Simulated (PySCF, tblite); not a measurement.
**C2H6FSi radical, a cluster model of a defect (C site with back bonds [SiH3], C, F): EPR parameters**

Aim: the EPR parameters of `C[C](F)[SiH3]`. It is drawn as: dangling bond.

Computed with tblite 0.8.0 and PySCF 2.14.0; each step states its level. No surroundings beyond the atoms listed, unless a continuum is named. Atoms count from 0, parts from 1.

## Step 1: Starting point

10 atoms, charge 0, multiplicity 2; geometry: distance geometry start.

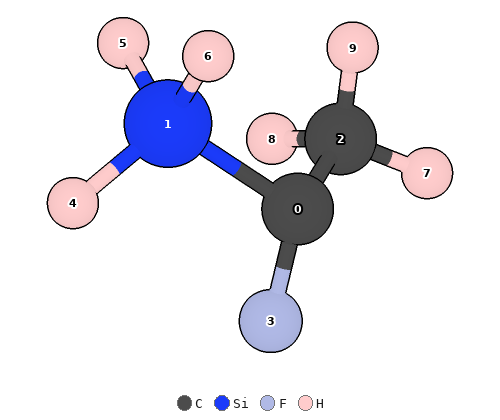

The starting geometry (carbon dark grey, silicon blue, fluorine light blue, hydrogen pink), atoms numbered.

## Step 2: Geometry optimisation with GFN2-xTB

The job: settings as JSON, then the geometry in Å.

```
{"job": {"kind": "relax", "xc": "GFN2-xTB", "basis": "xTB"}, "charge": 0, "multiplicity": 2}
C     -0.256656     0.353650    -0.819869
Si     1.344525     0.153796     0.149197
C     -1.331095    -0.046612     0.170390
F     -0.283506    -0.389635    -1.955481
H      2.395601    -0.428899    -0.703898
H      1.193075    -0.674712     1.318391
H      1.730160     1.486191     0.589440
H     -2.367089     0.169457    -0.230218
H     -1.198068    -1.115483     0.433229
H     -1.154003     0.569511     1.085096
```

Method: GFN2-xTB geometry optimisation, gas phase.

On the command line:

```
> OMP_NUM_THREADS=1 python cluster_run.py task.json out
```

One launch serves the whole session: the jobs run in the order shown.

The program printed:

```text
step      E/eV     max force
  0    -373.01251    1.685
  1    -373.12694    1.259
  2    -373.21850    0.784
  3    -373.25560    0.597
  4    -373.31432    0.736
  5    -373.34034    0.624
  6    -373.36257    0.472
  7    -373.38871    0.503
  8    -373.42290    0.517
  9    -373.45601    0.582
 10    -373.48574    0.499
 11    -373.50514    0.308
 12    -373.51970    0.317
 13    -373.53080    0.226
 14    -373.53691    0.235
 15    -373.54230    0.265
 16    -373.54851    0.223
 17    -373.55276    0.176
 18    -373.55512    0.162
 19    -373.55670    0.202
 20    -373.55835    0.123
 21    -373.56015    0.077
 22    -373.56094    0.074
 23    -373.56154    0.066
 24    -373.56253    0.088
 25    -373.56393    0.106
 26    -373.56515    0.077
 27    -373.56566    0.045
 28    -373.56583    0.047
 29    -373.56598    0.043
 30    -373.56624    0.045
 31    -373.56656    0.052
 32    -373.56685    0.039
 33    -373.56704    0.038
 34    -373.56720    0.038
 35    -373.56737    0.035
 36    -373.56758    0.049
 37    -373.56782    0.050
 38    -373.56811    0.045
 39    -373.56837    0.038
 40    -373.56856    0.037
 41    -373.56869    0.033
 42    -373.56882    0.033
 43    -373.56897    0.040
 44    -373.56910    0.043
 45    -373.56923    0.039
 46    -373.56938    0.036
 47    -373.56963    0.042
 48    -373.57006    0.049
 49    -373.57064    0.060
 50    -373.57125    0.078
 51    -373.57181    0.084
 52    -373.57258    0.083
 53    -373.57390    0.097
 54    -373.57531    0.140
 55    -373.57482    0.311
 56    -373.57818    0.149
 57    -373.57914    0.091
 58    -373.58039    0.083
 59    -373.58221    0.136
 60    -373.58352    0.098
 61    -373.58448    0.105
 62    -373.58491    0.043
 63    -373.58525    0.053
 64    -373.58567    0.105
 65    -373.58608    0.091
 66    -373.58660    0.077
 67    -373.58707    0.042
 68    -373.58730    0.027
 69    -373.58717    0.072
 70    -373.58741    0.017
 71    -373.58744    0.017
 72    -373.58753    0.021
 73    -373.58759    0.015
 74    -373.58768    0.019
 75    -373.58771    0.015
 76    -373.58773    0.009
 77    -373.58774    0.009
 78    -373.58775    0.009
 79    -373.58777    0.011
 80    -373.58780    0.021
 81    -373.58789    0.033
 82    -373.58811    0.049
 83    -373.58854    0.070
 84    -373.58912    0.096
 85    -373.58991    0.101
 86    -373.59113    0.076
 87    -373.59161    0.085
 88    -373.59213    0.144
 89    -373.59270    0.119
 90    -373.59373    0.059
 91    -373.59416    0.053
 92    -373.59446    0.101
 93    -373.59482    0.070
 94    -373.59511    0.038
 95    -373.59538    0.034
 96    -373.59608    0.039
 97    -373.59646    0.040
 98    -373.59686    0.041
 99    -373.59668    0.079
100    -373.59730    0.040
101    -373.59745    0.028
102    -373.59761    0.056
103    -373.59775    0.020
104    -373.59779    0.021
105    -373.59785    0.017
106    -373.59787    0.012
107    -373.59790    0.009
108    -373.59791    0.008
```

Wall time 1 s (1 thread of Arm Neoverse V1, shared host).

The steps of the relaxation:

| step | energy from step 0 (eV) | largest force (eV/Å) |
| --- | --- | --- |
| 0 | 0.0000 | 1.6854 |
| 4 | -0.3018 | 0.7365 |
| 8 | -0.4104 | 0.5169 |
| 12 | -0.5072 | 0.3165 |
| 16 | -0.5360 | 0.2228 |
| 20 | -0.5458 | 0.1228 |
| 24 | -0.5500 | 0.0886 |
| 28 | -0.5533 | 0.0477 |
| 32 | -0.5543 | 0.0389 |
| 36 | -0.5551 | 0.0495 |
| 40 | -0.5560 | 0.0369 |
| 44 | -0.5566 | 0.0437 |
| 48 | -0.5575 | 0.0486 |
| 52 | -0.5601 | 0.0830 |
| 56 | -0.5657 | 0.1486 |
| 60 | -0.5710 | 0.0978 |
| 64 | -0.5732 | 0.1049 |
| 68 | -0.5748 | 0.0270 |
| 72 | -0.5750 | 0.0208 |
| 76 | -0.5752 | 0.0091 |
| 80 | -0.5753 | 0.0212 |
| 84 | -0.5766 | 0.0961 |
| 88 | -0.5796 | 0.1437 |
| 92 | -0.5820 | 0.1014 |
| 96 | -0.5836 | 0.0394 |
| 100 | -0.5848 | 0.0392 |
| 104 | -0.5853 | 0.0212 |
| 108 | -0.5854 | 0.0078 |

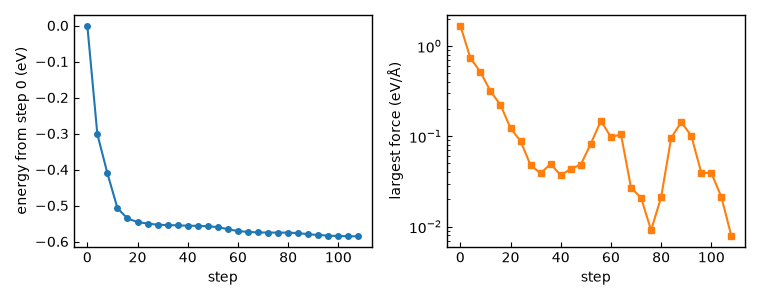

Energy and force, step by step.

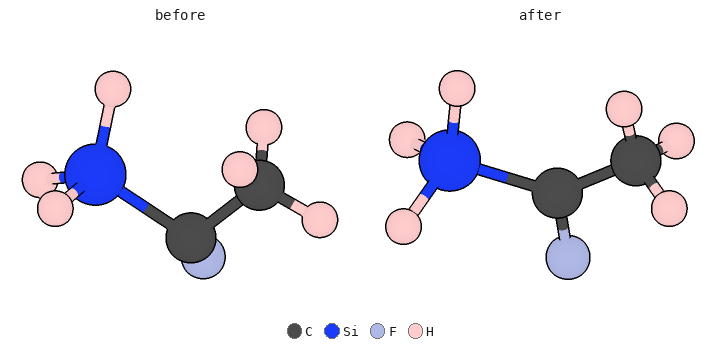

Before and after, at one scale.

Close pairs (by a distance rule), those that changed most:

| bond | before (Å) | after (Å) | change (Å) |
| --- | --- | --- | --- |
| C2–H7 | 1.132 | 1.094 | -0.037 |
| C0–C2 | 1.515 | 1.478 | -0.037 |
| C2–H9 | 1.117 | 1.085 | -0.032 |
| C0–Si1 | 1.882 | 1.857 | -0.025 |
| Si1–H5 | 1.441 | 1.462 | +0.021 |
| C2–H8 | 1.109 | 1.094 | -0.015 |
| Si1–H6 | 1.455 | 1.468 | +0.013 |
| Si1–H4 | 1.474 | 1.467 | -0.007 |

## Step 3: Relaxing the molecule at PBE0-D3(BJ)/def2-SVP

The job: settings as JSON, then the geometry in Å.

```
{"job": {"xc": "PBE0", "basis": "def2-SVP", "d3": "d3bj", "grid": 2, "kind": "geom", "shake": 0.01}, "charge": 0, "multiplicity": 2}
C     -0.173799    -0.026506    -0.520605
Si     1.520831     0.218748     0.135528
C     -1.483749    -0.241106     0.185537
F     -0.323912     0.085128    -1.874389
H      2.436858    -0.753017    -0.486897
H      1.411174     0.012818     1.577363
H      2.037253     1.570450    -0.152314
H     -2.159312     0.577432     0.004216
H     -1.944055    -1.152372    -0.137305
H     -1.279736    -0.317158     1.270340
```

The program printed:

```text
step   0  E = -468.54980919  max force = 0.039468
step   1  E = -468.55250312  max force = 0.005108
step   2  E = -468.55274616  max force = 0.003013
step   3  E = -468.55293452  max force = 0.002158
step   4  E = -468.55301278  max force = 0.001905
step   5  E = -468.55303133  max force = 0.000654
step   6  E = -468.55303609  max force = 0.000317
optimisation converged
```

Wall time 37 s (1 thread of Arm Neoverse V1, shared host); peak memory 0.47 GiB.

The steps of the relaxation:

| step | energy from step 0 (eV) | largest force component (eV/Å) |
| --- | --- | --- |
| 0 | 0.0000 | 2.0295 |
| 1 | -0.0733 | 0.2627 |
| 2 | -0.0799 | 0.1549 |
| 3 | -0.0850 | 0.1110 |
| 4 | -0.0872 | 0.0980 |
| 5 | -0.0877 | 0.0336 |
| 6 | -0.0878 | 0.0163 |

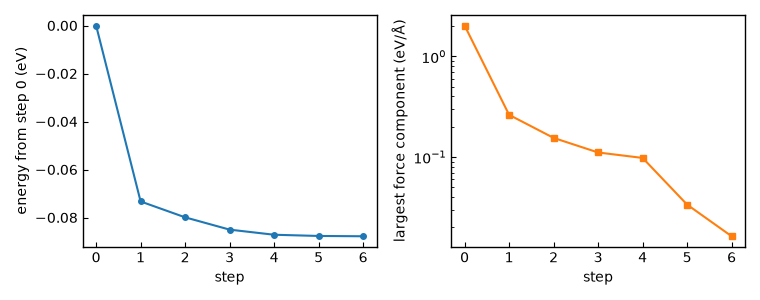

Energy and largest force along the relaxation.

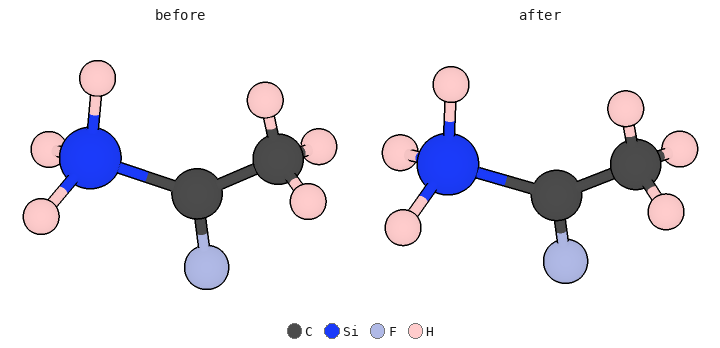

The geometry before (left) and after (right).

Close pairs (by a distance rule), those that changed most:

| bond | before (Å) | after (Å) | change (Å) |
| --- | --- | --- | --- |
| C2–H8 | 1.071 | 1.105 | +0.034 |
| Si1–H5 | 1.461 | 1.494 | +0.033 |
| C2–H7 | 1.077 | 1.107 | +0.030 |
| C0–Si1 | 1.834 | 1.860 | +0.027 |
| C0–C2 | 1.504 | 1.479 | -0.025 |
| Si1–H6 | 1.475 | 1.499 | +0.023 |
| Si1–H4 | 1.473 | 1.495 | +0.021 |
| C0–F3 | 1.367 | 1.348 | -0.019 |

The final coordinates are the input of the step that follows.

| at the end point | value |
| --- | --- |
| point group (found at 0.08 Å tolerance) | C1 |
| rotational constants (GHz, main isotopes) | 8.861, 3.965, 2.881 |
| dipole moment (D) | 1.38 |
| ⟨S²⟩ | 0.755 |

## Step 4: EPR parameters: B3LYP/IGLO-III+pcH-1

The job: settings as JSON, then the geometry in Å.

```
{"job": {"kind": "epr"}, "charge": 0, "multiplicity": 2}
C     -0.176174    -0.124158    -0.522978
Si     1.516277     0.266136     0.143471
C     -1.474998    -0.244664     0.173688
F     -0.275015    -0.205303    -1.864449
H      2.530009    -0.678805    -0.416852
H      1.456770     0.133491     1.630024
H      1.954045     1.656312    -0.204994
H     -2.156488     0.583447    -0.098796
H     -1.987055    -1.183769    -0.104570
H     -1.340419    -0.232983     1.263857
```

Level: UKS B3LYP, IGLO-III on C F Si, pcH-1 on H, non-relativistic, mean-field spin-orbit, GIAO.

The program printed:

```text
UKS, coarse grid
  cycle   1  E = -469.16554843  |g| = 3.48e-01
  cycle   2  E = -469.12331452  |g| = 5.22e-01
  cycle   3  E = -469.20490407  |g| = 7.31e-02
  cycle   4  E = -469.20644673  |g| = 2.83e-02
  cycle   5  E = -469.20682121  |g| = 5.03e-03
  cycle   6  E = -469.20683751  |g| = 1.12e-03
  cycle   7  E = -469.20683918  |g| = 5.23e-04
UKS, final grid
  cycle   1  E = -469.20682852  |g| = 4.92e-04
  cycle   2  E = -469.20682850  |g| = 5.46e-04
  cycle   3  E = -469.20682864  |g| = 5.73e-05
  cycle   4  E = -469.20682864  |g| = 1.72e-05
E = -469.20682864 Eh   <S^2> = 0.7541 (exact 0.7500)
g shifts (ppm)      1          2          3
  rmc          -174       -174       -174
  gc             -2         39         36
  oz_so         -73       2341       2722
  total        -250       2206       2583
hyperfine (MHz)  atom isotope    a_iso     a_fc   dipolar eigenvalues
    0   13C      89.06      89.06    -77.33    -74.68    152.01
    1  29Si      49.59      49.67     -2.09     -1.61      3.70
    2   13C     -30.05     -30.08     -2.11     -0.14      2.26
    3   19F     122.38     122.14   -221.04   -194.15    415.19
    4    1H      45.80      45.80     -3.16     -2.33      5.49
    5    1H      -2.45      -2.45     -3.53     -2.66      6.19
    6    1H      75.74      75.74     -3.16     -1.90      5.06
    7    1H     119.47     119.46     -4.51     -3.41      7.92
    8    1H      97.70      97.69     -4.59     -3.84      8.43
    9    1H       1.42       1.42     -4.92     -3.76      8.68
```

Wall time 28 s (1 thread of Arm Neoverse V1, shared host); peak memory 0.61 GiB.

Principal g values 2.00207, 2.00453, 2.00490; g(iso) = 2.00383, against 2.00232 for a free electron.

Hyperfine couplings, nucleus by nucleus at this fixed geometry (no averaging over rotations):

| nuclei | isotope | a(iso) (MHz) | a(iso) (G, at g = 2.0023) | largest dipolar term (MHz) |
| --- | --- | --- | --- | --- |
| F3 | 19F | 122.4 | 43.7 | 415.2 |
| H7 | 1H | 119.5 | 42.6 | 7.9 |
| H8 | 1H | 97.7 | 34.9 | 8.4 |
| C0 | 13C | 89.1 | 31.8 | 152.0 |
| H6 | 1H | 75.7 | 27.0 | 5.1 |
| Si1 | 29Si | 49.6 | 17.7 | 3.7 |
| H4 | 1H | 45.8 | 16.3 | 5.5 |
| C2 | 13C | -30.1 | -10.7 | 2.3 |
| H5 | 1H | -2.4 | -0.9 | 6.2 |
| H9 | 1H | 1.4 | 0.5 | 8.7 |

Mulliken spin populations:

| atom | value (e) |
| --- | --- |
| C0 | 0.90 |
| Si1 | -0.02 |
| C2 | -0.09 |
| F3 | 0.04 |
| H4 | 0.02 |
| H5 | 0.00 |
| H6 | 0.04 |
| H7 | 0.06 |
| H8 | 0.05 |
| H9 | 0.00 |

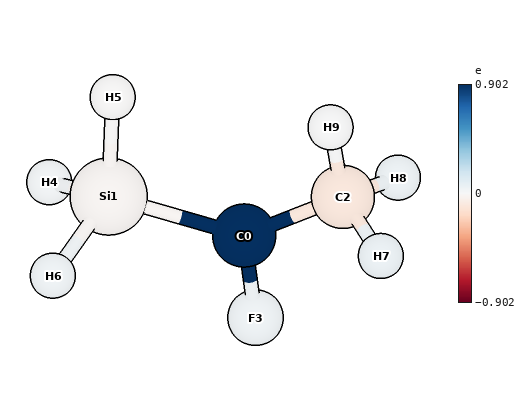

Mulliken spin populations, as colours on the atoms.

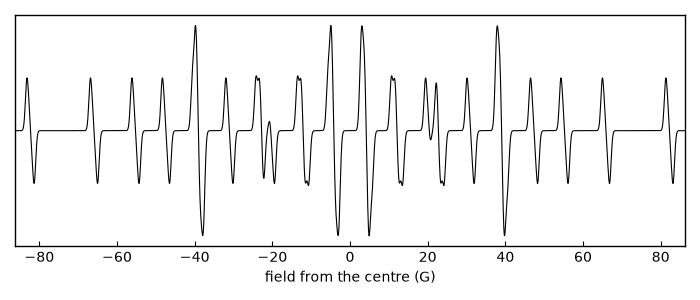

First-order isotropic spectrum (first derivative, main isotopes with spin only, couplings over 0.8 MHz, Gaussian width 0.4 G; couplings of the frozen geometry, rotation of groups not averaged beyond the rows shown).

Orbitals, density, ELF and potential are computed afterwards from the orbital file.

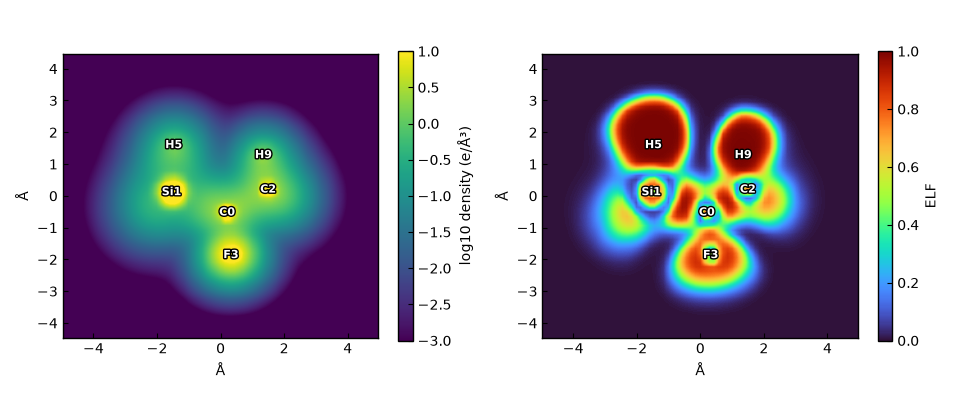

Density (left) and ELF (right) in a plane through or near 6 of the atoms.

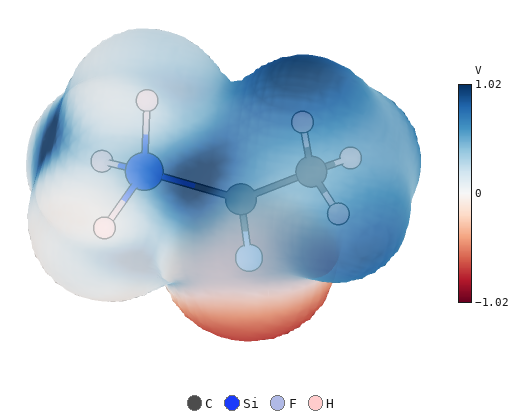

Electrostatic potential on the surface of density 0.002 e/bohr³; red is low, blue high. It runs from -0.69 V near F3 to 1.02 V near H5.

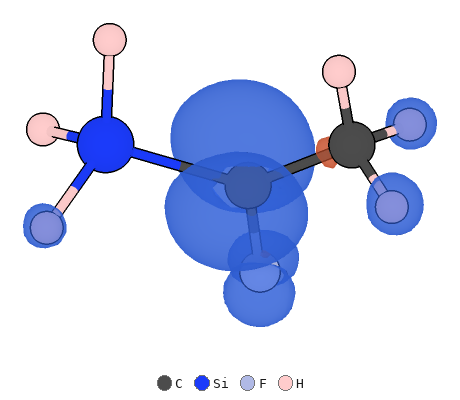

Spin density at ±0.04 e/Å³ (alpha excess blue, beta excess red).

## Step 5: EPR parameters: BHandHLYP/IGLO-III+pcH-1

The job, as its differences from that of step 4:

```diff
@@ -1,2 +1,2 @@
-{"job": {"kind": "epr"}, "charge": 0, "multiplicity": 2}
+{"job": {"kind": "epr", "xc": "BHandHLYP"}, "charge": 0, "multiplicity": 2}
 C     -0.176174    -0.124158    -0.522978
```

With the program's defaults for keys left out, this is: UKS BHandHLYP, IGLO-III on C F Si, pcH-1 on H, non-relativistic, mean-field spin-orbit, GIAO.

The program printed:

```text
UKS, coarse grid
  cycle   1  E = -469.04195967  |g| = 3.32e-01
  cycle   2  E = -469.04783031  |g| = 3.66e-01
  cycle   3  E = -469.08690546  |g| = 4.21e-02
  cycle   4  E = -469.08773666  |g| = 1.59e-02
  cycle   5  E = -469.08790309  |g| = 5.30e-03
  cycle   6  E = -469.08792877  |g| = 1.62e-03
  cycle   7  E = -469.08793236  |g| = 4.32e-04
UKS, final grid
  cycle   1  E = -469.08792606  |g| = 2.53e-04
  cycle   2  E = -469.08792610  |g| = 2.11e-04
  cycle   3  E = -469.08792612  |g| = 8.29e-05
  cycle   4  E = -469.08792613  |g| = 3.34e-05
  cycle   5  E = -469.08792613  |g| = 6.16e-06
E = -469.08792613 Eh   <S^2> = 0.7564 (exact 0.7500)
g shifts (ppm)      1          2          3
  rmc          -173       -173       -173
  gc              8         45         41
  oz_so         -65       2071       2612
  total        -230       1943       2480
hyperfine (MHz)  atom isotope    a_iso     a_fc   dipolar eigenvalues
    0   13C     122.35     122.36    -80.09    -76.26    156.35
    1  29Si      63.13      63.23     -3.24     -1.59      4.84
    2   13C     -38.22     -38.25     -1.46     -0.66      2.13
    3   19F     179.75     179.59   -210.72   -176.53    387.25
    4    1H      42.65      42.65     -3.17     -2.39      5.56
    5    1H      -2.79      -2.79     -3.60     -2.71      6.31
    6    1H      71.39      71.39     -3.10     -1.97      5.08
    7    1H     119.87     119.87     -4.30     -3.65      7.95
    8    1H      98.11      98.11     -4.61     -3.91      8.53
    9    1H       2.82       2.82     -5.35     -3.65      9.00
```

Wall time 29 s (1 thread of Arm Neoverse V1, shared host); peak memory 0.61 GiB.

In short: g(iso) 2.00372.

## Step 6: Run by run: EPR parameters

g, ⟨S²⟩ and isotropic hyperfine couplings (MHz), with basis size and wall time:

| run | g(iso) | ⟨S²⟩ | 19F F3 | 1H H7 | 1H H8 | 13C C0 | 1H H6 | functions | time |
| --- | --- | --- | --- | --- | --- | --- | --- | --- | --- |
| B3LYP/IGLO-III+pcH-1 | 2.00383 | 0.754 | 122.4 | 119.5 | 97.7 | 89.1 | 75.7 | 209 | 28 s |
| BHandHLYP/IGLO-III+pcH-1 | 2.00372 | 0.756 | 179.7 | 119.9 | 98.1 | 122.3 | 71.4 | 209 | 29 s |

## Step 7: Outcome

| quantity | value |
| --- | --- |
| point group | C1 |
| rotational constants (main isotopes) | 8.86, 3.96, 2.88 GHz |
| g(iso) (B3LYP) | 2.00383 |
| ⟨S²⟩ | 0.754 (exact 0.75) |
| largest a(iso) | 19F on F3, 122.4 MHz |
| surface potential, least and greatest | -0.69 V and 1.02 V |

Relaxing lowered the energy by 0.088 eV in 6 steps; the close pair that moved most is C2–H8, from 1.071 to 1.105 Å (PBE0/def2-SVP). Most of the unpaired spin sits on C0 (0.90 e). The isotropic g lies 1.5 ppt above the free-electron value. The coupling of 19F on F3 runs from 122.4 (B3LYP/IGLO-III+pcH-1) to 179.7 MHz (BHandHLYP/IGLO-III+pcH-1).
